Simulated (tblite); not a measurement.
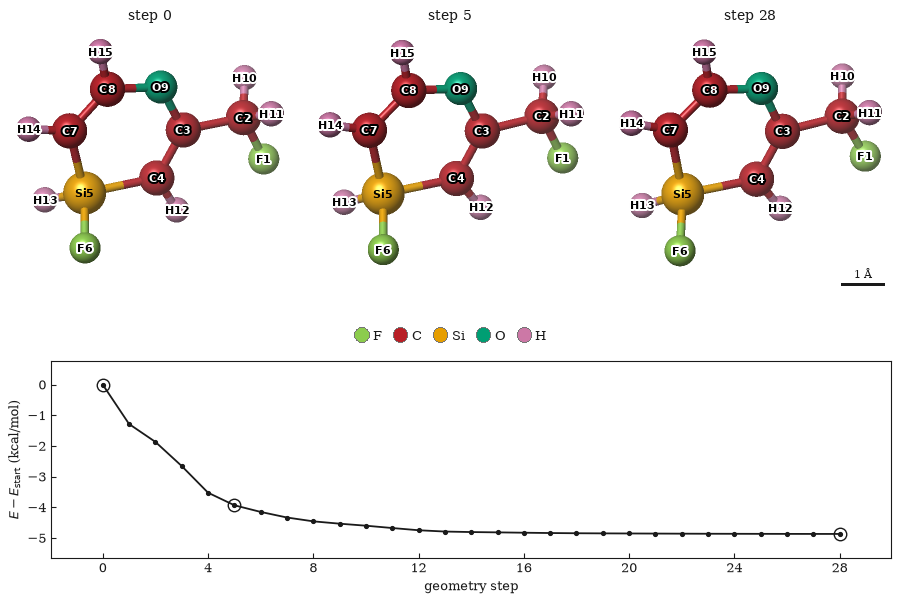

Frames of a relaxation of C$_{5}$H$_{6}$F$_{2}$OSi, marked on the history of the run. Style: ball-and-stick. Shown at a tilt.

Method: tblite 0.8.0, GFN2-xTB geometry optimisation, gas phase. 

Question: Describe the path.

Answer: Over 28 geometry steps the energy falls by 4.87 kcal/mol. The atom that moves furthest after the best rigid fit is H14 (0.17 Å). By element the largest moves are H 0.17 Å, F 0.15 Å, C 0.07 Å, O 0.06 Å, Si 0.06 Å. Near-neighbour distances that change, for instance: C4–Si5 1.823 → 1.862 Å, Si5–C7 1.826 → 1.864 Å, C3–O9 1.393 → 1.361 Å, C8–O9 1.383 → 1.353 Å. Bond angles that change, for instance: F6–Si5–H13 111.5° → 103.3°, Si5–C4–H12 115.8° → 121.9°, Si5–C7–H14 116.9° → 122.4°. From step 0 to 5: H14 moves most (0.12 Å), energy −3.93 kcal/mol. From step 5 to 28: H13 moves most (0.10 Å), energy −0.94 kcal/mol.
